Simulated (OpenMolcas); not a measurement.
**Co⁴⁺ among point charges: CASSCF and CASPT2 levels and susceptibility**

How does a field of 6 point charges split the states of Co⁴⁺, and what χT follows?

Program: OpenMolcas 26.06. Level of theory: state-averaged CASSCF and CASPT2, spin-orbit coupling by RASSI with atomic mean-field integrals. These are calculated values, not measurements, unless marked.

### Step 1. The atom as given

```
Species                           : Co⁴⁺ (cobalt, Z = 27, 23 electrons)
Basis                             : ANO-RCC-VDZP [5s4p2d1f], 34 functions
Scalar Hamiltonian                : DKH2, point nucleus
Inactive shells                   : 1s 2s 2p 3s 3p
Active space                      : 5 electrons in 5 orbitals (3d)
Some configurations of this space : 3d5
Orbitals                          : optimised for each spin and parity, averaged over all roots
```

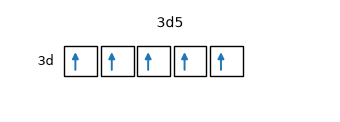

The shells outside the core, filled by Hund's rule for the drawing.

The ion sits among 6 point charges of -2 e arranged as an octahedron (Oh), 1.85 Å from the ion.

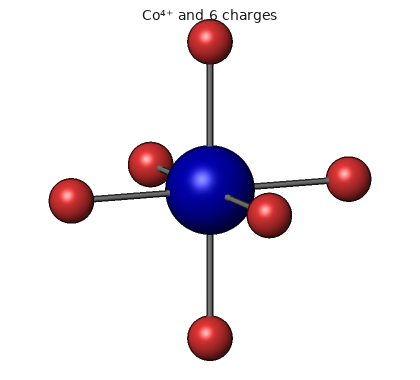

The ion and the point charges (red).

Each step is its own input file, run in one work folder so that later steps find the files of earlier ones. Labels, J, g values, rates, χT and fits are worked out afterwards by a script from the matrices that RASSI stores. The input lists half of the charges; inversion (Group=XYZ) makes the rest.

### Step 2. GATEWAY and SEWARD: basis and integrals

a.inp reads:

```
&GATEWAY
Coord
1

Co 0.0 0.0 0.0
Basis=ANO-RCC-VDZP
Group=XYZ
NoMove
AngMom=0.0 0.0 0.0
AMFI
XField
3 Angstrom 0
1.850000 0.000000 0.000000 -2.000000
0.000000 1.850000 0.000000 -2.000000
0.000000 0.000000 1.850000 -2.000000
&SEWARD
```

Command:

```
OMP_NUM_THREADS=1 MOLCAS_MEM=1689 MOLCAS_PROJECT=a pymolcas a.inp > a.log
```

### Step 3. CASSCF: sextets of even parity, 1 root

a.inp reads:

```
&RASSCF
FileOrb=start.orb
Symmetry=1
Spin=6
nActEl=5 0 0
Inactive=3 6
Ras2=5 0
CIRoot=1 1 1
SDav=1
CIMx=300
Iter=120 100
PrWF=0.3
OrbListing=Nothing
MaxOrb=0
>>> COPY $Project.JobIph JOB001
```

start.orb holds the contracted functions of the basis, ordered by shell, or the orbitals of the step before.

### Step 4. Reference wave functions, quartets of even parity, 24 roots

a.inp reads:

```
&RASSCF
FileOrb=start.orb
Symmetry=1
Spin=4
nActEl=5 0 0
Inactive=3 6
Ras2=5 0
CIRoot=24 24 1
SDav=24
CIMx=300
Iter=120 100
PrWF=0.3
OrbListing=Nothing
MaxOrb=0
>>> COPY $Project.JobIph JOB002
```

### Step 5. Reference wave functions, doublets of even parity, 75 roots

a.inp reads:

```
&RASSCF
FileOrb=start.orb
Symmetry=1
Spin=2
nActEl=5 0 0
Inactive=3 6
Ras2=5 0
CIRoot=75 75 1
SDav=75
CIMx=300
Iter=120 100
PrWF=0.3
OrbListing=Nothing
MaxOrb=0
>>> COPY $Project.JobIph JOB003
```

### Step 6. State interaction with spin-orbit coupling

a.inp reads:

```
&RASSI
NrOfJobIphs=3 1 24 75
1
1 2 3 4 5 6 7 8 9 10 11 12 13 14 15 16 17 18 19 20 21 22 23 24
1 2 3 4 5 6 7 8 9 10 11 12 13 14 15 16 17 18 19 20 21 22 23 24 25 26 27
28 29 30 31 32 33 34 35 36 37 38 39 40 41 42 43 44 45 46 47 48 49 50 51
52 53 54 55 56 57 58 59 60 61 62 63 64 65 66 67 68 69 70 71 72 73 74 75
IphNames
JOB001
JOB002
JOB003
EJob
SpinOrbit
DIPRint=1.0
SOCoupling=1000.0
Subsets=2
Property=9
'ANGMOM' 1 'ANGMOM' 2 'ANGMOM' 3 'MLTPL  1' 1 'MLTPL  1' 2 'MLTPL  1' 3
'AMFI' 1 'AMFI' 2 'AMFI' 3
SOProperty=3
'ANGMOM' 1 'ANGMOM' 2 'ANGMOM' 3
```

### Step 7. CASPT2: IPEA 0.25, imaginary shift 0.1 (closed shells correlated: 3s 3p)

a.inp reads:

```
>>> COPY JOB001 $Project.JobIph
&CASPT2
Multistate=1 1
Frozen=2 3
IPEA=0.25
Imaginary=0.1
MaxIter=60
WThr=0.0 0.3 0.05
PrWF=0.5
NoMix
>>> COPY JOB002 $Project.JobIph
&CASPT2
Multistate=24 1 2 3 4 5 6 7 8 9 10 11 12 13 14 15 16 17 18 19 20 21 22
23 24
NoMult
Frozen=2 3
IPEA=0.25
Imaginary=0.1
MaxIter=60
WThr=0.0 0.3 0.05
PrWF=0.5
NoMix
>>> COPY JOB003 $Project.JobIph
&CASPT2
Multistate=75 1 2 3 4 5 6 7 8 9 10 11 12 13 14 15 16 17 18 19 20 21 22
23 24 25 26 27 28 29 30 31 32 33 34 35 36 37 38 39 40 41 42 43 44 45 46
47 48 49 50 51 52 53 54 55 56 57 58 59 60 61 62 63 64 65 66 67 68 69 70
71 72 73 74 75
NoMult
Frozen=2 3
IPEA=0.25
Imaginary=0.1
MaxIter=60
WThr=0.0 0.3 0.05
PrWF=0.5
NoMix
```

(Steps that only read results are left out.)

**Question.** What will these runs give? Wanted: spin-free ground state; lowest level; next level.

The runs gave:

| quantity | value |
| --- | --- |
| method | SS-CASPT2, IPEA 0.25, imaginary shift 0.1 (closed shells correlated: 3s 3p) |
| spin-free ground state | 6A1, 1-fold in its orbital part |
| lowest level | 6-fold |
| next level | 38941.6 cm⁻¹ |
| χT at 300 K | 4.38 cm³ K/mol |
| effective moment at 300 K | 5.92 μB |

Cost by method:

| method | time of its own steps | time with the reference |
| --- | --- | --- |
| A. CASSCF | 34 s | 34 s |
| B. SS-CASPT2, IPEA 0.25, imaginary shift 0.1, +3s 3p | 7.8 s | 41 s |

Times are of one thread on a shared host.

The spin-free ground state (6A1) comes to 100 % from free-ion S terms and keeps the highest spin of the shell. χT at 300 K is 4.38, against 4.39 cm³ K/mol for the spin alone, as a half-filled shell (L = 0) has no orbital moment. An active space of the d shell alone favours high spin; real ions in strong fields can be low spin. CASPT2 does not keep the components of a term degenerate, and the means are used. The field of point charges can differ much from that of real complexes. With metal d orbitals alone active, the gaps between spin states are rough; where two lie within a few thousand cm-1, their order is open. This is an electrostatic model: the charges have no orbitals.
